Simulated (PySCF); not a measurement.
**BBrH₄Si, SMILES `[SiH3]BBr`: what the electrons do**

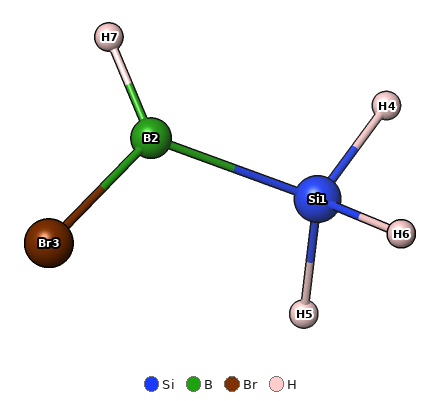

The molecule, with its atoms numbered as below. No frequency check shows the geometry to be a minimum.

Coordinates in Å:

```
Si1      2.1648   -0.1343    0.0000
B2       0.4492    0.8448   -0.0001
Br3     -1.1659   -0.0880    0.0000
H4       3.3423    0.7392   -0.0010
H5       2.2796   -1.0104   -1.1753
H6       2.2800   -1.0080    1.1765
H7       0.3526    2.0163   -0.0002
```

Part 1: Bonding charge

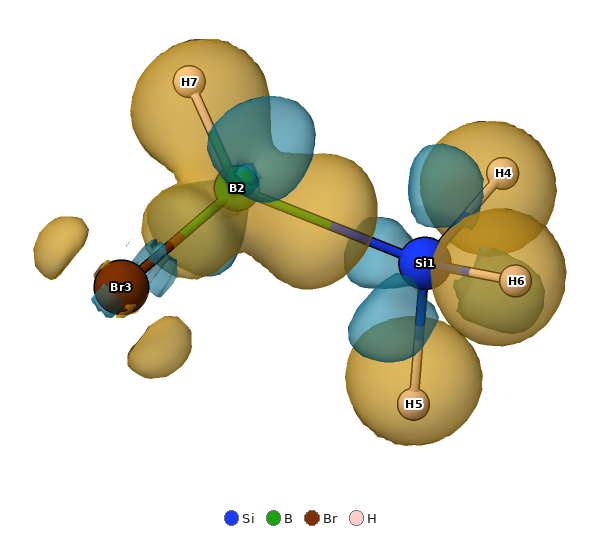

Deformation density (molecule less spherical, spin-averaged free atoms at the same positions), surfaces at ±0.08 e/Å³; yellow: gain, teal: loss.

Level of theory: B3LYP/def2-SVP (PySCF), at a geometry from GFN2-xTB.

Describe the bonding that the map shows.

Answer. B2–H7: +0.48 e/Å³ at the bond critical point (bond length 1.18 Å, Mayer order 1.0). B2–Br3: +0.20 e/Å³ at the bond critical point (bond length 1.86 Å, Mayer order 1.4). Si1–B2: +0.20 e/Å³ at the bond critical point (bond length 1.98 Å, Mayer order 1.0). Si1–H4: +0.16 e/Å³ at the bond critical point (bond length 1.47 Å, Mayer order 0.9). Si1–H6 and Si1–H5: +0.16 e/Å³ at the bond critical point (bond length 1.47 Å, Mayer order 1.0). In all, 1.6 electrons gather in the regions of gain relative to the promolecule.

Where do the Hirshfeld charges lie?

Answer. The highest Hirshfeld charge is on Si1 (+0.25 e), the lowest on H4 (−0.09 e).

```json
{"atom": "Si1", "charge (e)": "+0.25"}
{"atom": "B2", "charge (e)": "+0.06"}
{"atom": "Br3", "charge (e)": "0.00"}
{"atom": "H4", "charge (e)": "−0.09"}
{"atom": "H5", "charge (e)": "−0.08"}
{"atom": "H6", "charge (e)": "−0.08"}
{"atom": "H7", "charge (e)": "−0.06"}
```

Part 2: Local ionisation energy

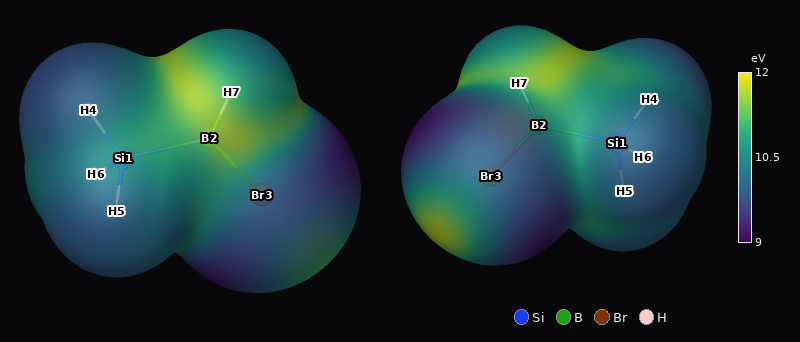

Average local ionisation energy on the surface of electron density 0.001 a.u. (back view left, front view right).

Locate the minima of the map.

Answer. The lowest value is 9.1 eV, 2.2 Å from Br3. Further minima include 9.1 eV, 2.2 Å from Br3; 9.8 eV, 1.5 Å from H4; 10.3 eV, 1.4 Å from H7. For comparison, the highest occupied orbital lies at −7.5 eV.

What volume does the surface enclose, and what is the dipole moment?

Answer. About 112 Å³; the dipole moment is 0.4 D.

Part 3: Excited states

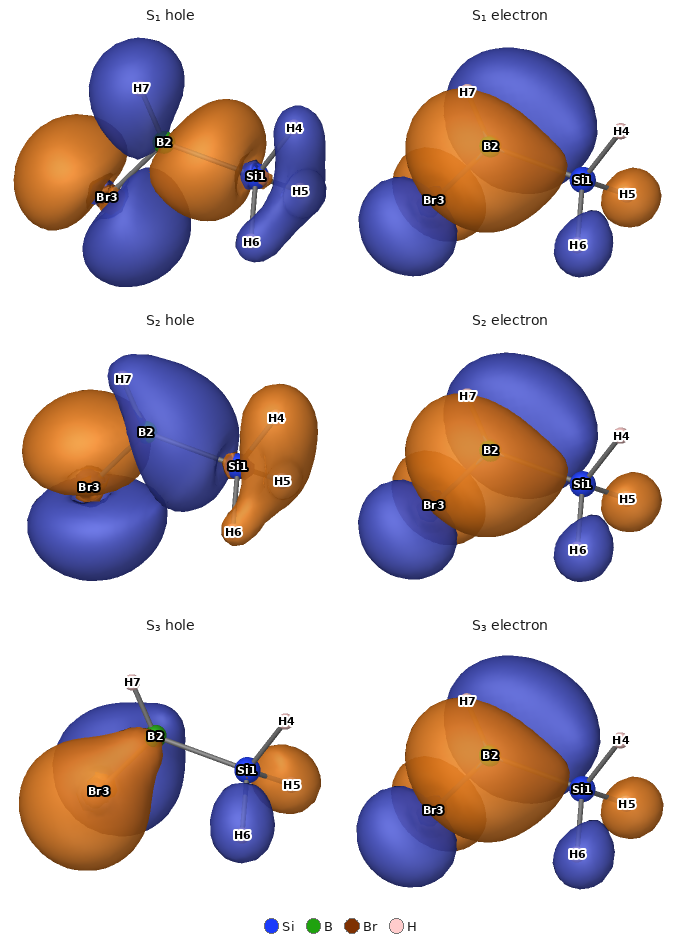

Leading natural transition orbitals (full linear response singlet states).

PySCF calculation, BHandHLYP/cc-pVTZ, gas phase; geometry: GFN2-xTB. Without diffuse functions Rydberg states are missing, so the states' numbers hold for this basis only.

Describe these excited states.

Answer. By state:
- S₁: 4.10 eV (302 nm), f = 0.002 (very weak), σ or n → empty p orbital of B2; the leading pair carries 100 %; hole on Br3 (45 %), B2 (21 %) and Si1 (18 %), electron on B2 (53 %), Br3 (20 %) and Si1 (14 %); their centroids lie 0.5 Å apart.
- S₂: 6.16 eV (201 nm), f = 0.003, σ or n → empty p orbital of B2; the leading pair carries 99 %; hole on Br3 (52 %), B2 (23 %) and Si1 (16 %), electron on B2 (53 %), Br3 (20 %) and Si1 (15 %); their centroids lie 0.6 Å apart.
- S₃: 6.41 eV (193 nm), f = 0.123 (bright), n → empty p orbital of B2; the leading pair carries 96 %; hole on Br3 (78 %), B2 (10 %) and Si1 (5 %), electron on B2 (50 %), Br3 (21 %) and Si1 (16 %); their centroids lie 1.3 Å apart.

Part 4: Localised orbitals

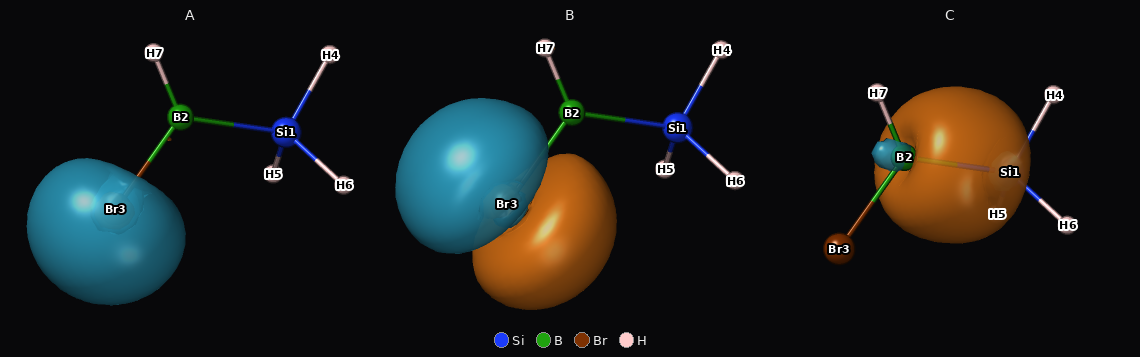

Intrinsic bond orbitals (IBO), occupied; each surface holds about 85 % of the orbital's density. Energies are diagonal elements of the Fock matrix.

Level of theory: PBE0/def2-TZVP (PySCF), at a geometry from GFN2-xTB. This is a single-reference result, which may miss multireference character in this system.

What does each orbital represent in a Lewis picture?

Answer. By panel:
- A: lone pair on Br3 (sp0.4-type) (Br3 100 %; −17.6 eV)
- B: lone pair on Br3 (p-type) (Br3 98 %; −9.1 eV)
- C: σ bond B2–Si1 (B2 56 %, Si1 44 %; −11.7 eV)

The PySCF runs shown took 8.1 s, 17 min and 13 s on 1 thread of Arm Neoverse V1, on a shared host.
